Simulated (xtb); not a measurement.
## Geometry relaxation of CH$_{7}$N$_{2}$Si (part 3 of 5)

The same run, continued: CH$_{7}$N$_{2}$Si, multiplicity 2, SMILES [CH2][SiH](N)N; GFN1-xTB (xtb 6.7.1 later snapshot). 

Geometry of the input (Å):
```
C  -1.0298  1.3998  -0.0700
Si 0.4707  0.2004  0.0556
N  0.1585  -0.6760  1.4926
N  0.7178  -0.8118  -1.3199
H  -1.4424  1.8213  -0.9819
H  -1.6025  1.6160  0.8275
H  1.7244  0.9415  0.1361
H  0.9201  -1.3389  1.9369
H  -0.6971  -1.1139  1.8104
H  0.9751  -0.4873  -2.1436
H  -0.0858  -1.4648  -1.5542
```

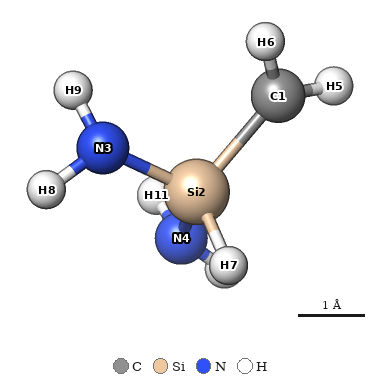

*The structure as given in the input (ball-and-stick view, seen at a tilt; atoms are numbered from 1 in the order of the input).*

The program's output, continued:
```
 iter      E             dE          RMSdq      gap      omega  full diag
   1    -14.3191441 -0.143191E+02  0.305E-02    6.04       0.0  T
   2    -14.3191469 -0.276956E-05  0.967E-03    6.04       3.1  T
   3    -14.3191470 -0.125105E-06  0.649E-03    6.04       4.6  T
   4    -14.3191471 -0.131632E-06  0.187E-03    6.04      16.2  T
   5    -14.3191471 -0.443377E-09  0.311E-04    6.04      97.0  T
   6    -14.3191471 -0.247441E-09  0.569E-05    6.04     530.0  T
   7    -14.3191471 -0.144169E-10  0.207E-05    6.04    1459.6  T
     SCC iter.                  ...        0 min,  0.002 sec
     gradient                   ...        0 min,  0.005 sec
 * total energy  :   -14.1557168 Eh     change       -0.4555477E-04 Eh
   gradient norm :     0.0064261 Eh/α   predicted     0.0000000E+00 (-100.00%)
   displ. norm   :     0.0810187 α      lambda       -0.1607270E-03
   maximum displ.:     0.0646321 α      in ANC's #2, #6, #3, ...

........................................................................
.............................. CYCLE   22 ..............................
........................................................................

 iter      E             dE          RMSdq      gap      omega  full diag
   1    -14.3190690 -0.143191E+02  0.195E-02    6.04       0.0  T
   2    -14.3190725 -0.352551E-05  0.702E-03    6.03       4.3  T
   3    -14.3190731 -0.602090E-06  0.229E-03    6.03      13.2  T
   4    -14.3190731 -0.567152E-08  0.824E-04    6.03      36.6  T
   5    -14.3190731 -0.138163E-08  0.235E-04    6.03     128.3  T
   6    -14.3190731 -0.156627E-09  0.400E-05    6.03     753.9  T
   7    -14.3190731 -0.561506E-11  0.644E-06    6.03    4682.5  T
     SCC iter.                  ...        0 min,  0.002 sec
     gradient                   ...        0 min,  0.005 sec
 * total energy  :   -14.1557619 Eh     change       -0.4508385E-04 Eh
   gradient norm :     0.0035869 Eh/α   predicted    -0.8089174E-04 (  79.43%)
   displ. norm   :     0.0534003 α      lambda       -0.1208115E-03
   maximum displ.:     0.0286228 α      in ANC's #2, #6, #9, ...

........................................................................
.............................. CYCLE   23 ..............................
........................................................................

 iter      E             dE          RMSdq      gap      omega  full diag
   1    -14.3194840 -0.143195E+02  0.124E-02    6.02       0.0  T
   2    -14.3194852 -0.122182E-05  0.760E-03    6.03       4.0  T
   3    -14.3194854 -0.195471E-06  0.391E-03    6.03       7.7  T
   4    -14.3194854 -0.184518E-08  0.603E-04    6.03      50.0  T
   5    -14.3194854 -0.231368E-08  0.246E-04    6.03     122.4  T
   6    -14.3194854 -0.163602E-09  0.468E-05    6.03     644.6  T
   7    -14.3194854 -0.431299E-11  0.944E-06    6.03    3193.1  T
     SCC iter.                  ...        0 min,  0.002 sec
     gradient                   ...        0 min,  0.005 sec
 * total energy  :   -14.1558279 Eh     change       -0.6602477E-04 Eh
   gradient norm :     0.0030282 Eh/α   predicted    -0.6057857E-04 (  -8.25%)
   displ. norm   :     0.0392319 α      lambda       -0.3676172E-04
   maximum displ.:     0.0293020 α      in ANC's #6, #7, #9, ...

........................................................................
.............................. CYCLE   24 ..............................
........................................................................

 iter      E             dE          RMSdq      gap      omega  full diag
   1    -14.3193555 -0.143194E+02  0.428E-03    6.02       0.0  T
   2    -14.3193556 -0.113695E-06  0.101E-03    6.03      30.0  T
   3    -14.3193556 -0.121968E-07  0.781E-04    6.03      38.6  T
   4    -14.3193556 -0.122953E-08  0.210E-04    6.03     143.6  T
   5    -14.3193556 -0.502460E-10  0.635E-05    6.03     474.7  T
   6    -14.3193556 -0.152092E-10  0.217E-05    6.03    1387.5  T
     SCC iter.                  ...        0 min,  0.002 sec
     gradient                   ...        0 min,  0.005 sec
 * total energy  :   -14.1558601 Eh     change       -0.3213881E-04 Eh
   gradient norm :     0.0022869 Eh/α   predicted    -0.1840752E-04 ( -42.72%)
   displ. norm   :     0.1726928 α      lambda       -0.1269890E-03
   maximum displ.:     0.1322293 α      in ANC's #6, #7, #9, ...

........................................................................
.............................. CYCLE   25 ..............................
........................................................................

 iter      E             dE          RMSdq      gap      omega  full diag
   1    -14.3183141 -0.143183E+02  0.102E-02    6.01       0.0  T
   2    -14.3183144 -0.366338E-06  0.393E-03    6.01       7.7  T
   3    -14.3183144 -0.228295E-07  0.242E-03    6.01      12.4  T
   4    -14.3183145 -0.780819E-08  0.324E-04    6.01      92.9  T
   5    -14.3183145 -0.236144E-09  0.150E-04    6.01     201.5  T
   6    -14.3183145 -0.255795E-10  0.481E-05    6.01     626.9  T
     SCC iter.                  ...        0 min,  0.002 sec
     gradient                   ...        0 min,  0.005 sec
 * total energy  :   -14.1559299 Eh     change       -0.6979668E-04 Eh
   gradient norm :     0.0041398 Eh/α   predicted    -0.6538673E-04 (  -6.32%)
   displ. norm   :     0.0339106 α      lambda       -0.3642787E-04
   maximum displ.:     0.0219973 α      in ANC's #6, #4, #7, ...

........................................................................
.............................. CYCLE   26 ..............................
........................................................................

 iter      E             dE          RMSdq      gap      omega  full diag
   1    -14.3188602 -0.143189E+02  0.546E-03    6.01       0.0  T
   2    -14.3188603 -0.612547E-07  0.258E-03    6.01      11.7  T
   3    -14.3188603 -0.470754E-09  0.958E-04    6.01      31.5  T
   4    -14.3188603 -0.339520E-08  0.325E-04    6.01      92.8  T
   5    -14.3188603 -0.190601E-09  0.488E-05    6.01     618.4  T
   6    -14.3188603 -0.998668E-11  0.144E-05    6.01    2096.9  T
     SCC iter.                  ...        0 min,  0.002 sec
     gradient                   ...        0 min,  0.005 sec
 * total energy  :   -14.1559577 Eh     change       -0.2787914E-04 Eh
   gradient norm :     0.0022563 Eh/α   predicted    -0.1823368E-04 ( -34.60%)
   displ. norm   :     0.1069861 α      lambda       -0.4846819E-04
   maximum displ.:     0.0785959 α      in ANC's #6, #5, #7, ...

........................................................................
.............................. CYCLE   27 ..............................
........................................................................

 iter      E             dE          RMSdq      gap      omega  full diag
   1    -14.3192084 -0.143192E+02  0.567E-03    6.01       0.0  T
   2    -14.3192086 -0.171506E-06  0.244E-03    6.01      12.4  T
   3    -14.3192086 -0.213889E-07  0.134E-03    6.01      22.4  T
   4    -14.3192086 -0.512337E-08  0.329E-04    6.01      91.7  T
   5    -14.3192086 -0.762661E-10  0.668E-05    6.01     451.3  T
   6    -14.3192086 -0.138822E-10  0.109E-05    6.01    2778.6  T
     SCC iter.                  ...        0 min,  0.002 sec
     gradient                   ...        0 min,  0.005 sec
 * total energy  :   -14.1559894 Eh     change       -0.3165699E-04 Eh
   gradient norm :     0.0015239 Eh/α   predicted    -0.2451122E-04 ( -22.57%)
   displ. norm   :     0.0846373 α      lambda       -0.2067848E-04
   maximum displ.:     0.0486403 α      in ANC's #6, #1, #3, ...

........................................................................
.............................. CYCLE   28 ..............................
........................................................................

 iter      E             dE          RMSdq      gap      omega  full diag
   1    -14.3199823 -0.143200E+02  0.582E-03    6.02       0.0  T
   2    -14.3199824 -0.113081E-06  0.247E-03    6.02      12.2  T
   3    -14.3199824 -0.316758E-08  0.104E-03    6.02      29.1  T
   4    -14.3199824 -0.291429E-08  0.321E-04    6.02      94.1  T
   5    -14.3199824 -0.271513E-09  0.709E-05    6.02     425.5  T
   6    -14.3199824 -0.164970E-10  0.201E-05    6.02    1496.7  T
     SCC iter.                  ...        0 min,  0.002 sec
     gradient                   ...        0 min,  0.005 sec
 * total energy  :   -14.1560047 Eh     change       -0.1529590E-04 Eh
   gradient norm :     0.0015520 Eh/α   predicted    -0.1037188E-04 ( -32.19%)
   displ. norm   :     0.0937393 α      lambda       -0.1102753E-04
   maximum displ.:     0.0635276 α      in ANC's #6, #7, #1, ...

........................................................................
.............................. CYCLE   29 ..............................
........................................................................

 iter      E             dE          RMSdq      gap      omega  full diag
   1    -14.3190171 -0.143190E+02  0.692E-03    6.02       0.0  T
   2    -14.3190172 -0.888185E-07  0.312E-03    6.02       9.7  T
   3    -14.3190172 -0.583668E-08  0.140E-03    6.02      21.5  T
   4    -14.3190172 -0.373357E-08  0.254E-04    6.02     118.8  T
   5    -14.3190172 -0.103221E-09  0.506E-05    6.02     596.0  T
   6    -14.3190172 -0.276579E-11  0.129E-05    6.02    2344.0  T
     SCC iter.                  ...        0 min,  0.002 sec
     gradient                   ...        0 min,  0.005 sec
 * total energy  :   -14.1560050 Eh     change       -0.3512353E-06 Eh
   gradient norm :     0.0025229 Eh/α   predicted    -0.5534666E-05 (1475.77%)
   displ. norm   :     0.0329961 α      lambda       -0.1398992E-04
   maximum displ.:     0.0251831 α      in ANC's #6, #5, #7, ...

........................................................................
.............................. CYCLE   30 ..............................
........................................................................

 iter      E             dE          RMSdq      gap      omega  full diag
   1    -14.3193443 -0.143193E+02  0.371E-03    6.03       0.0  T
   2    -14.3193443 -0.365912E-07  0.144E-03    6.03      20.9  T
   3    -14.3193443 -0.272888E-08  0.826E-04    6.03      36.5  T
   4    -14.3193443 -0.245378E-08  0.202E-04    6.03     149.6  T
   5    -14.3193443 -0.348077E-10  0.368E-05    6.03     820.3  T
   6    -14.3193443 -0.890843E-11  0.111E-05    6.03    2721.7  T
     SCC iter.                  ...        0 min,  0.002 sec
     gradient                   ...        0 min,  0.005 sec
 * total energy  :   -14.1560142 Eh     change       -0.9166760E-05 Eh
   gradient norm :     0.0009134 Eh/α   predicted    -0.7003031E-05 ( -23.60%)
   displ. norm   :     0.0302426 α      lambda       -0.4293484E-05
   maximum displ.:     0.0187003 α      in ANC's #1, #6, #2, ...

........................................................................
.............................. CYCLE   31 ..............................
........................................................................

 iter      E             dE          RMSdq      gap      omega  full diag
   1    -14.3195765 -0.143196E+02  0.342E-03    6.03       0.0  T
   2    -14.3195765 -0.409062E-07  0.120E-03    6.03      25.1  T
   3    -14.3195765 -0.247840E-08  0.677E-04    6.03      44.5  T
   4    -14.3195765 -0.795408E-09  0.165E-04    6.03     183.3  T
   5    -14.3195765 -0.226574E-10  0.343E-05    6.03     878.8  T
     SCC iter.                  ...        0 min,  0.001 sec
     gradient                   ...        0 min,  0.005 sec
 * total energy  :   -14.1560177 Eh     change       -0.3485860E-05 Eh
   gradient norm :     0.0004905 Eh/α   predicted    -0.2147123E-05 ( -38.40%)
   displ. norm   :     0.0193824 α      lambda       -0.1231425E-05
   maximum displ.:     0.0131076 α      in ANC's #1, #2, #3, ...

   *** GEOMETRY OPTIMIZATION CONVERGED AFTER 31 ITERATIONS ***

------------------------------------------------------------------------
 total energy gain   :        -0.0257505 Eh      -16.1587 kcal/mol
 total RMSD          :         0.8200686 a0        0.4340 Å
 total power (kW/mol):        -2.1808986 (step) -229.8644 (real)
------------------------------------------------------------------------

 ANCopt (total)                0 d,  0 h,  0 min,  0.294 sec
 optimizer setup                ...        0 min,  0.000 sec (  0.031%)
 model hessian                  ...        0 min,  0.002 sec (  0.796%)
 ANC generation                 ...        0 min,  0.000 sec (  0.163%)
 coordinate transformation      ...        0 min,  0.000 sec (  0.064%)
 single point calculation       ...        0 min,  0.285 sec ( 96.950%)
 optimization log               ...        0 min,  0.002 sec (  0.780%)
 hessian update                 ...        0 min,  0.000 sec (  0.067%)
 rational function              ...        0 min,  0.002 sec (  0.749%)

================
 final structure:
================
11
 xtb: 6.7.1
C           -1.06200146805686        1.35888504838537       -0.02813519814476
Si           0.40891270831795        0.25112550186032        0.05710023066621
N            0.18415740757621       -0.78045808471875        1.41251843545849
N            0.59908302808647       -0.80833679158151       -1.30331686533275
H           -1.11178432626409        2.25634787367638       -0.63829018631767
H           -2.02827883150991        1.15405020227094        0.42423328863791
H            1.63175684183539        1.02825903409235        0.07086455770607
H            0.67726905489997       -1.64504183068790        1.56558617839441
H           -0.31313542863430       -0.53579499025280        2.25262120203308
H            1.08782463877455       -0.56616429542664       -2.15011759811259
H            0.03527637497395       -1.62659166761778       -1.47349404498875

 Bond Distances (Angstroems)
 ---------------------------
C1-Si2=1.8434        C1-H5=1.0864         C1-H6=1.0864         Si2-C1=1.8434        Si2-N3=1.7181        Si2-N4=1.7348
Si2-H7=1.4490        N3-Si2=1.7181        N3-H8=1.0070         N3-H9=1.0064         N4-Si2=1.7348        N4-H10=1.0073
N4-H11=1.0082        H5-C1=1.0864         H6-C1=1.0864         H7-Si2=1.4490        H8-N3=1.0070         H9-N3=1.0064
H10-N4=1.0073        H11-N4=1.0082
 C  H  Rav=1.0864 sigma=0.0000  Rmin=1.0864  Rmax=1.0864     2
 N  H  Rav=1.0072 sigma=0.0006  Rmin=1.0064  Rmax=1.0082     4
 Si H  Rav=1.4490 sigma=0.0000  Rmin=1.4490  Rmax=1.4490     1
 Si C  Rav=1.8434 sigma=0.0000  Rmin=1.8434  Rmax=1.8434     1
 Si N  Rav=1.7264 sigma=0.0083  Rmin=1.7181  Rmax=1.7348     2

 selected bond angles (degree)
 --------------------
H5-C1-Si2=123.99               H6-C1-Si2=125.25               H6-C1-H5=110.42                N3-Si2-C1=107.03
N4-Si2-C1=114.72               N4-Si2-N3=105.45               H7-Si2-C1=110.58               H7-Si2-N3=115.15
H7-Si2-N4=104.03               H8-N3-Si2=124.84               H9-N3-Si2=125.25               H9-N3-H8=108.89
H10-N4-Si2=124.45              H11-N4-Si2=124.52              H11-N4-H10=108.94

 selected dihedral angles (degree)
 ---------------------------------
N3-Si2-C1-H5=166.03           N3-Si2-C1-H6=338.63           N4-Si2-C1-H5=282.63           N4-Si2-C1-H6= 95.22
H7-Si2-C1-H5= 39.89           H7-Si2-C1-H6=212.48           H8-N3-Si2-C1=162.01           H8-N3-Si2-N4= 39.43
H8-N3-Si2-H7=285.38           H9-N3-Si2-C1=329.22           H9-N3-Si2-N4=206.65           H9-N3-Si2-H7= 92.59
H10-N4-Si2-C1= 87.49          H10-N4-Si2-N3=205.00          H10-N4-Si2-H7=326.56          H11-N4-Si2-C1=285.77
H11-N4-Si2-N3= 43.27          H11-N4-Si2-H7=164.83
           -------------------------------------------------
          |                Final Singlepoint                |
           -------------------------------------------------
```
